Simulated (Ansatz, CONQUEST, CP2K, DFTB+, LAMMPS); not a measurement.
# DFTB+ on liquid Mg at 1150 K (73 atoms): settings against a plane-wave reference

Aim: run liquid Mg at 1150 K (73 atoms) in DFTB+ and see how near its forces come to a plane-wave reference, and at what cost.

Calculated with DFTB+ 25.1; the method is named at each step.

## 1. The starting structure

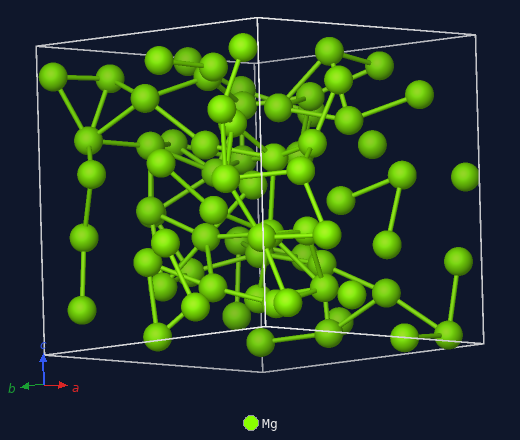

The cell as given, from a free direction (magnesium green). Bonds to atoms that aren't drawn are left out.

The cell holds 73 atoms: 73 Mg. Its edges and angles: a = 12.583 Å, b = 12.583 Å, c = 12.583 Å, α = 90.0°, β = 90.0°, γ = 90.0°. 73 atoms (73 Mg) placed at random at 1.59 g/cm³, melted at 1150 K for 10 ps at fixed volume with the EAM Mg potential (Sun et al., Phys. Rev. B 73, 024116 (2006)). Snapshot at the end of a hold of 10 ps at 1150 K and zero pressure.

Coordinates:

```xyz
73
Lattice="12.5832 0.0000 0.0000 0.0000 12.5832 0.0000 0.0000 0.0000 12.5832" Properties=species:S:1:pos:R:3 pbc="T T T"
Mg   12.1264    1.5467    0.4738
Mg    9.7721    6.0189    0.8214
Mg   10.6107    1.3277   10.1609
Mg    4.2433   10.5147    5.9105
Mg    0.9460    6.6082    7.3168
Mg    6.2932   12.4447    6.0987
Mg    3.7386    0.0463    3.9462
Mg    7.0292    5.8329    9.8416
Mg   12.0017    7.5979    1.5718
Mg    8.2034    9.0127   10.2854
Mg    1.1957    3.2080    6.3905
Mg    2.5871    9.0251   10.2728
Mg    5.5927    2.9777    4.4800
Mg   11.8285    9.2586    4.3489
Mg    9.3391    1.1853    6.7959
Mg    7.0481    7.4208    6.8440
Mg    9.1670    1.1263    0.1568
Mg    1.7566    2.5773   11.6994
Mg   11.1039    4.5634    8.4509
Mg    2.5710    1.2236    1.2257
Mg    8.4256    4.2300   12.0731
Mg    4.1976    7.2674    8.2975
Mg    7.2249   11.2822    3.6500
Mg    8.7746    8.9095    0.6675
Mg    5.1956    2.1646    7.9520
Mg    0.5203   12.1782   11.3216
Mg    0.9707   11.3387    1.7684
Mg    4.4764   10.1625    2.8020
Mg   10.0303   11.4646    2.0426
Mg    7.4785    3.9506    2.3639
Mg    1.7988    8.3466    3.4810
Mg   12.2388    9.0725   10.2325
Mg    0.7512    4.6855    1.2712
Mg    3.0073    5.7181    5.4331
Mg    0.3725   10.0013    7.1396
Mg   10.6377    3.5392    2.2845
Mg    5.9359    1.3088   10.4963
Mg   11.2899    4.2188   11.6419
Mg    0.6920    6.3127   11.4590
Mg    3.5817    6.0781   11.3322
Mg    8.4110    3.7892    5.9497
Mg    5.7845    5.2905    4.5999
Mg    5.2886    4.4590    7.5823
Mg    3.2523    0.9611    6.6171
Mg    5.9259    0.8742    1.7016
Mg    9.7397    6.6750   10.5290
Mg   12.3405    1.0708    3.4367
Mg    4.9461    8.0972    4.6553
Mg    8.3506    3.1540    9.1520
Mg   10.3098   11.1762    8.4077
Mg    7.5541   12.3762    9.0170
Mg    3.3138   11.6992   11.3614
Mg    7.6597   10.1038    7.6277
Mg   10.3228   11.5027    5.1269
Mg    1.9715   11.6948    8.7592
Mg    2.3070    8.4034    0.4840
Mg   10.2658   11.0896   11.2154
Mg    5.3539    8.1413   11.2300
Mg    7.4206   11.2829   12.2500
Mg    1.3185   11.4529    4.7453
Mg    2.6349    2.6591    4.0167
Mg    2.7580    4.2678    8.8353
Mg    4.9838   11.1399    8.6576
Mg   12.5427    0.7404    6.8600
Mg    3.5571    6.4191    2.3689
Mg    0.6185    2.7595    9.1388
Mg    8.4041    1.2298    3.9117
Mg   10.5160    8.1450    8.3039
Mg    9.5557    6.0831    3.6323
Mg    6.7311    6.9691    2.1507
Mg    8.9415    9.0074    4.2986
Mg    0.0638    5.6170    3.9237
Mg    4.5106    3.7920    1.5296
```

The yardstick, on the same geometry:

```
method                 : Kohn-Sham DFT, PBE, PAW, plane waves (Ansatz 0.2.0); cutoff 420 eV, Γ point, fermi-dirac smearing of 0.05 eV; PAW set soft_2
r.m.s. force component : 0.5832 eV/Å
longest force          : 3.316 eV/Å
pressure               : -0.02406 GPa
SCF cycles             : 10
time                   : 20 s on 4 threads of Intel Xeon 6975P-C (Granite Rapids), shared host
CPU time               : 73 s
```

## 2. IPEA1-xTB

Method: IPEA1-xTB tight binding, diagonalisation.

dftb_in.hsd reads:

```
Geometry = GenFormat {
  <<< geo.gen
}
Driver = {}
Hamiltonian = xTB {
  Method = "IPEA1-xTB"
  SccTolerance = 1e-06
  MaxSccIterations = 300
  Mixer = Broyden { MixingParameter = 0.05 }
  Filling = Fermi { Temperature [K] = 580 }
  KPointsAndWeights = { 0.0 0.0 0.0 1.0 }
}
Analysis {
  PrintForces = Yes
  MullikenAnalysis = Yes
}
ParserOptions { ParserVersion = 14 }
```

geo.gen reads:

```
73 F
Mg
1 1 0.96370 0.12292 0.03765
2 1 0.77660 0.47833 0.06528
3 1 0.84324 0.10551 0.80750
4 1 0.33722 0.83561 0.46971
5 1 0.07518 0.52516 0.58147
6 1 0.50013 0.98899 0.48467
7 1 0.29711 0.00368 0.31361
8 1 0.55862 0.46355 0.78212
9 1 0.95379 0.60381 0.12491
10 1 0.65193 0.71625 0.81739
11 1 0.09502 0.25494 0.50786
12 1 0.20560 0.71723 0.81639
13 1 0.44446 0.23664 0.35603
14 1 0.94002 0.73579 0.34561
15 1 0.74219 0.09420 0.54008
16 1 0.56012 0.58974 0.54390
17 1 0.72851 0.08951 0.01246
18 1 0.13960 0.20482 0.92976
19 1 0.88244 0.36266 0.67160
20 1 0.20432 0.09724 0.09741
21 1 0.66959 0.33616 0.95946
22 1 0.33359 0.57755 0.65941
23 1 0.57417 0.89661 0.29007
24 1 0.69733 0.70805 0.05305
25 1 0.41290 0.17202 0.63195
26 1 0.04135 0.96781 0.89974
27 1 0.07714 0.90110 0.14054
28 1 0.35574 0.80762 0.22268
29 1 0.79712 0.91110 0.16233
30 1 0.59432 0.31396 0.18786
31 1 0.14295 0.66331 0.27664
32 1 0.97263 0.72100 0.81319
33 1 0.05970 0.37236 0.10102
34 1 0.23899 0.45442 0.43177
35 1 0.02960 0.79481 0.56739
36 1 0.84539 0.28126 0.18155
37 1 0.47173 0.10401 0.83415
38 1 0.89722 0.33527 0.92519
39 1 0.05499 0.50168 0.91066
40 1 0.28464 0.48303 0.90058
41 1 0.66843 0.30113 0.47283
42 1 0.45970 0.42044 0.36556
43 1 0.42029 0.35436 0.60257
44 1 0.25846 0.07638 0.52587
45 1 0.47094 0.06947 0.13523
46 1 0.77402 0.53047 0.83675
47 1 0.98071 0.08510 0.27312
48 1 0.39307 0.64349 0.36996
49 1 0.66363 0.25065 0.72732
50 1 0.81933 0.88818 0.66817
51 1 0.60033 0.98355 0.71659
52 1 0.26335 0.92975 0.90290
53 1 0.60872 0.80296 0.60618
54 1 0.82036 0.91413 0.40744
55 1 0.15668 0.92940 0.69610
56 1 0.18334 0.66783 0.03846
[... 17 atom lines left out ...]
0.0 0.0 0.0
12.58321 0.00000 0.00000
0.00000 12.58321 0.00000
0.00000 0.00000 12.58321
```

The run is started by

```
$ OMP_NUM_THREADS=1 dftb+ > output.txt
```

Log:

```text
Reading input file 'dftb_in.hsd'
Parser version: 14
--------------------------------------------------------------------------------
Processed input in HSD format written to 'dftb_pin.hsd'
Starting initialization...
--------------------------------------------------------------------------------
WARNING!
-> Dipole printed for extended system : value printed is not well defined
Mode:                        Static calculation
Self consistent charges:     Yes
SCC-tolerance:                 0.100000E-05
Max. scc iterations:                    300
Shell resolved Hubbard:      Yes
Spin polarisation:           No
Nr. of up electrons:            73.000000
Nr. of down electrons:          73.000000
Periodic boundaries:         Yes
Electronic solver:           Relatively robust
Mixer:                       Broyden mixer
Mixing parameter:                  0.050000
Nr. of chrg. vec. in memory:            300
Max. SCC-cycles:                        300
tblite library version:      0.3.0
-> parametrization:          IPEA1-xTB
-> repulsion:                Yes
-> dispersion:               Yes
-> halogen bonding:          Yes
-> electrostatics:           Yes
   -> isotropic:             Yes
   -> anisotropic:           No
   -> third-order:           Yes
Electronic temperature:              0.183675E-02 H      0.499806E-01 eV
Initial charges:             Set automatically (system chrg:   0.000E+00)
Included shells:            Mg:  s, p
K-points and weights:           1:  0.000000  0.000000  0.000000     1.000000
K-points in absolute space:     1:  0.000000  0.000000  0.000000
Extra options:
                             Mulliken analysis
                             Force calculation
Force type                   original
--------------------------------------------------------------------------------
***  Geometry step: 0
 iSCC Total electronic   Diff electronic      SCC error
    1   -0.56694662E+02    0.00000000E+00    0.80171720E+00
    2   -0.56699536E+02   -0.56694662E+02    0.76098345E+00
    3   -0.56660281E+02   -0.48737577E-02    0.16769044E+00
    4   -0.56703391E+02    0.39254643E-01    0.63552415E-01
    5   -0.56711576E+02   -0.43110457E-01    0.22054845E-01
    6   -0.56712205E+02   -0.81844191E-02    0.40843042E-02
    7   -0.56712213E+02   -0.62942919E-03    0.22390883E-02
    8   -0.56712221E+02   -0.81442053E-05    0.87474661E-03
    9   -0.56712222E+02   -0.80994424E-05    0.74893383E-03
   10   -0.56712222E+02   -0.89519247E-07    0.30445024E-03
   11   -0.56712222E+02   -0.10547801E-07    0.54895208E-04
   12   -0.56712222E+02   -0.83297344E-07    0.33319380E-04
   13   -0.56712222E+02   -0.66057737E-08    0.58579044E-05
>> Charges saved for restart in charges.bin
   14   -0.56712222E+02   -0.58515042E-08    0.99076818E-06
Total Energy:                      -56.9403552251 H        -1549.4259 eV
Extrapolated to 0K:                -56.9403959562 H        -1549.4270 eV
Total Mermin free energy:          -56.9404366873 H        -1549.4281 eV
Force related energy:              -56.9404366873 H        -1549.4281 eV
Volume:                              0.134453E+05 au^3   0.199239E+04 A^3
Pressure:                            0.758694E-03 au     0.223215E+11 Pa
```

detailed.out:

```text
Fermi distribution function
Calculation with static geometry
********************************************************************************
 iSCC Total electronic   Diff electronic      SCC error
   14   -0.56712222E+02   -0.58515042E-08    0.99076818E-06
********************************************************************************
 Total charge:    -0.00000000
 Atomic gross charges (e)
 Atom           Charge
    1       0.04227946
    2       0.03757072
    3       0.00773276
    4       0.02487649
    5      -0.05841421
    6       0.03883059
    7       0.03093460
    8       0.00063559
    9       0.01138573
   10       0.02005225
   11      -0.00624785
   12      -0.01078998
[...]
69      -0.03508147
   70      -0.01164351
   71      -0.01252401
   72      -0.03607325
   73      -0.03720324
Fermi level:                        -0.1409582051 H           -3.8357 eV
Band energy:                       -49.8813750600 H        -1357.3413 eV
TS:                                  0.0000814622 H            0.0022 eV
Band free energy (E-TS):           -49.8814565221 H        -1357.3435 eV
Extrapolated E(0K):                -49.8814157910 H        -1357.3424 eV
Input / Output electrons (q):    146.0000000000    146.0000000000
Energy H0:                         -56.8298597947 H        -1546.4192 eV
Energy SCC:                          0.1176381818 H            3.2011 eV
Total Electronic energy:           -56.7122216128 H        -1543.2181 eV
Repulsive energy:                    0.1856937677 H            5.0530 eV
Halogen correction energy:           0.0000000000 H            0.0000 eV
Total energy:                      -56.9403552251 H        -1549.4259 eV
Extrapolated to 0:                 -56.9403959562 H        -1549.4270 eV
Total Mermin free energy:          -56.9404366873 H        -1549.4281 eV
Force related energy:              -56.9404366873 H        -1549.4281 eV
Non-constrained calculation
SCC converged
Total Forces
    1     -0.010538017201     -0.002068014304      0.009893898835
    2     -0.001959691406      0.019889659960      0.001968278814
    3      0.000971930309     -0.000328153701     -0.008305829357
    4     -0.018397599748     -0.010532331651      0.014738723574
    5     -0.004795651785      0.007537953590      0.007321605862
    6      0.009294924056      0.016577033186      0.000965538441
    7      0.012422802265      0.007979326354     -0.015682487001
    8     -0.009942588906      0.006583323080     -0.004362611737
    9      0.004852957459      0.023524362239     -0.002232673220
   10     -0.010935397379     -0.001572153884     -0.006811399246
   11     -0.012006495381      0.023355768718     -0.012667122233
[...]
69     -0.002474880119     -0.005657427917      0.029734848676
   70      0.000908542087      0.011603239489     -0.011164602403
   71     -0.011980074441     -0.012907309772      0.004799417678
   72     -0.004578377650     -0.007868666035      0.020286783920
   73     -0.001726509044     -0.004708302785     -0.017285788439
Total stress tensor
      0.000718511126     -0.000013872681     -0.000029917959
     -0.000013872681      0.000805207692      0.000003868568
     -0.000029917959      0.000003868568      0.000752363376
Total lattice derivs
     -0.406269349180      0.007844060797      0.016916578222
      0.007844060797     -0.455290381717     -0.002187413268
      0.016916578222     -0.002187413268     -0.425410502082
Maximal derivative component:        0.781230E-01 au
Volume:                              0.134453E+05 au^3
Pressure:                            0.758694E-03 au     0.223215E+11 Pa
Warning: dipole moment is not defined absolutely!
Dipole moment:    1.25043496   -0.00767318    0.63729450 au
Dipole moment:    3.17828889   -0.01950327    1.61984117 Debye
```

The job ended after 5.9 s (1 thread of Intel Xeon 6975P-C (Granite Rapids), shared host; peak memory 0.19 GiB).

Banners, paths, timers and routine set-up lines are dropped from the logs unmarked, and long logs keep their key lines alone; longer cuts are marked.

Against the reference:

```
r.m.s. force component                  : 0.8079 eV/Å
r.m.s. difference of force components   : 358.6 meV/Å
longest difference of force vectors     : 1375 meV/Å
force difference over r.m.s. force      : 61.48 %
slope of forces against the reference's : 1.271
correlation of force components         : 0.9172
pressure                                : 22.32 GPa
pressure difference                     : 22.35 GPa
```

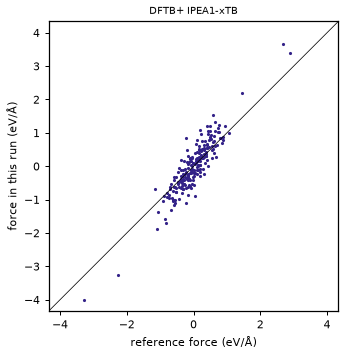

Force components against those of the reference; the line marks equality.

Local excerpt of 9 atoms (numbers count through the whole input) about Mg69, which has 8 bonded neighbours where the commonest count for Mg is 9; x, y, z are measured from there.

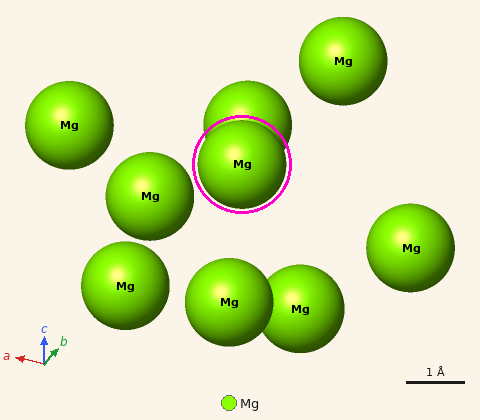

The atoms of the table, within 3.5 Å (arrows a, b, c point along x, y, z); some may hide others; the central atom is ringed.

```tsv
atom	x	y	z	distance (Å)	bonds	Mulliken charge (e)	Fx	Fy	Fz (eV/Å)
Mg69	0.00	0.00	0.00	0.00	8	-0.04	-0.13	-0.29	1.53
Mg2	0.22	-0.06	-2.81	2.82	9	0.04	-0.10	1.02	0.10
Mg71	-0.61	2.92	0.67	3.06	9	-0.01	-0.62	-0.66	0.25
Mg36	1.08	-2.54	-1.35	3.08	11	0.00	-0.37	-0.46	1.09
Mg72	3.09	-0.47	0.29	3.14	9	-0.04	-0.24	-0.40	1.04
Mg30	-2.08	-2.13	-1.27	3.24	11	-0.01	0.20	-0.37	-0.24
Mg70	-2.82	0.89	-1.48	3.31	8	-0.01	0.05	0.60	-0.57
Mg41	-1.14	-2.29	2.32	3.46	9	-0.04	0.85	1.22	0.07
Mg9	2.45	1.51	-2.06	3.54	9	0.01	0.25	1.21	-0.11
```

Forces lie 61 % from the reference's, at 0.077 times its CPU time (on 1 against 4 cores).

## 3. DFTB 3ob-3-1

Method: third-order SCC-DFTB tight binding, 3ob-3-1 parameters, diagonalisation.

The folder slako/ holds the set 3ob-3-1.

dftb_in.hsd, as its differences from that of step 2:

```diff
@@ -4,4 +4,17 @@
 Driver = {}
-Hamiltonian = xTB {
-  Method = "IPEA1-xTB"
+Hamiltonian = DFTB {
+  Scc = Yes
+  SlaterKosterFiles = Type2FileNames {
+    Prefix = "slako/"
+    Separator = "-"
+    Suffix = ".skf"
+  }
+  MaxAngularMomentum {
+    Mg = "p"
+  }
+  ThirdOrderFull = Yes
+  HCorrection = Damping { Exponent = 4.0 }
+  HubbardDerivs {
+    Mg = -0.02
+  }
   SccTolerance = 1e-06
```

geo.gen is that of step 2.

The run is started by

```
$ OMP_NUM_THREADS=1 dftb+ > output.txt
```

Log:

```text
Reading input file 'dftb_in.hsd'
Parser version: 14
--------------------------------------------------------------------------------
Reading SK-files:
./slako/Mg-Mg.skf
Done.
Processed input in HSD format written to 'dftb_pin.hsd'
Starting initialization...
[... lines left out ...]
WARNING!
[... lines left out ...]
 iSCC Total electronic   Diff electronic      SCC error
[... lines left out ...]
    3   -0.28052337E+02   -0.98014077E-02    0.91111519E-01
[...]
>> Charges saved for restart in charges.bin
   20   -0.28056698E+02   -0.48006150E-08    0.13020749E-05
>> Charges saved for restart in charges.bin
   21   -0.28056698E+02    0.33878678E-09    0.25712630E-06
Total Energy:                      -28.0566984359 H         -763.4616 eV
Extrapolated to 0K:                -28.0619162327 H         -763.6036 eV
Total Mermin free energy:          -28.0671340295 H         -763.7456 eV
Force related energy:              -28.0671340295 H         -763.7456 eV
Volume:                              0.134453E+05 au^3   0.199239E+04 A^3
Pressure:                            0.125872E-03 au     0.370328E+10 Pa
```

detailed.out:

```text
Fermi distribution function
Calculation with static geometry
********************************************************************************
 iSCC Total electronic   Diff electronic      SCC error
   21   -0.28056698E+02    0.33878678E-09    0.25712630E-06
[... lines left out ...]
Fermi level:                        -0.1141528197 H           -3.1063 eV
[... lines left out ...]
Band free energy (E-TS):           -28.1427607819 H         -765.8035 eV
[... lines left out ...]
Total energy:                      -28.0566984359 H         -763.4616 eV
[... lines left out ...]
Total Mermin free energy:          -28.0671340295 H         -763.7456 eV
[... lines left out ...]
SCC converged
Total Forces
[... lines left out ...]
      0.000111338971     -0.000004943128     -0.000000187163
     -0.000004943128      0.000140816317      0.000007710783
     -0.000000187163      0.000007710783      0.000125460798
Total lattice derivs
     -0.062954642917      0.002795003663      0.000105827723
      0.002795003664     -0.079622084096     -0.004359925067
      0.000105827803     -0.004359924976     -0.070939578639
Maximal derivative component:        0.235395E-01 au
Volume:                              0.134453E+05 au^3
Pressure:                            0.125872E-03 au     0.370328E+10 Pa
Warning: dipole moment is not defined absolutely!
Dipole moment:    2.19098095   -0.57469296    1.05592164 au
Dipole moment:    5.56891854   -1.46072392    2.68388533 Debye
```

The job ended after 0.77 s (1 thread; peak memory 0.15 GiB).

Numbers from this run, and their distance from the reference:

```
r.m.s. force component                  : 0.4295 eV/Å
r.m.s. difference of force components   : 372.9 meV/Å
longest difference of force vectors     : 2318 meV/Å
force difference over r.m.s. force      : 63.94 %
slope of forces against the reference's : 0.5668
correlation of force components         : 0.7696
pressure                                : 3.703 GPa
pressure difference                     : 3.727 GPa
```

Against the first run (61 %), the force difference from the reference is 64 %, at 0.13 times the CPU time (21 SCF steps against 14).

## 4. Side by side

Differences are against the plane-wave reference, forces as r.m.s. over components; share is that over the reference's r.m.s. force, slope the least-squares factor from reference forces to these. Total energies of different programs have different zeros and aren't compared.

```tsv
run	Δ force, r.m.s. (meV/Å)	share (%)	slope	Δ pressure (GPa)	cores	CPU time	memory (GiB)
reference	-	-	-	-	4	73 s	2.6
DFTB+ IPEA1-xTB	359	61.5	1.271	22.3	1	5.6 s	0.19
DFTB+ DFTB 3ob-3-1	373	63.9	0.567	3.73	1	0.74 s	0.15
```

CPU time is summed over cores on a shared host, where runs went side by side, so it is rough. Symmetry, cutoffs, thresholds, outputs and thread counts weren't matched or tuned between programs; memory under MPI is the largest rank's times the ranks.

## 5. Summary of results

| Quantity | Value |
| --- | --- |
| nearest in forces | DFTB+ IPEA1-xTB, 61 % |
| its CPU time | 5.6 s |

**Reading.** Tight binding differs by 61 % (DFTB+ IPEA1-xTB) to 64 % (DFTB+ DFTB 3ob-3-1); it is another model, with fitted parameters of its own, and the xTB methods hold dispersion. IPEA1-xTB was fitted to ionisation energies and electron affinities, not to forces or charges. Of the electronic-structure runs that take under half the reference's CPU time, DFTB+ IPEA1-xTB comes nearest, at 61 % in 5.6 s against 73 s, too far off to be of use; its pressure misses by +22.3 GPa. Periodic xTB results under one method name differ between programs and library versions (DFTB+ here holds tblite 0.3). The frame stands for 1150 K, but pressures are static and levels are smeared at 580 K, under the temperature of the frame, which matters where levels are partly filled. The network of bonds at the start is that of the classical potential that made the cell, and needn't be the one that DFT or experiment would give. The electronic-structure runs sample only Γ, in a cell whose shortest periodic width is 13 Å, which is coarse for a cell with partly filled levels.

[Also dropped from logs without a mark: logging warnings of Python, and SIESTA's first energy breakdown and zero terms.]

[Logs are printed without paths, hosts, clocks, repeated set-up lines and the standing remarks that a program may print on its own settings, such as how far it seeks lower states.]

[Hosts, paths, dates, database ids (printed as entryN), source tags and the programs' standing remarks are cut or masked in the printed files.]
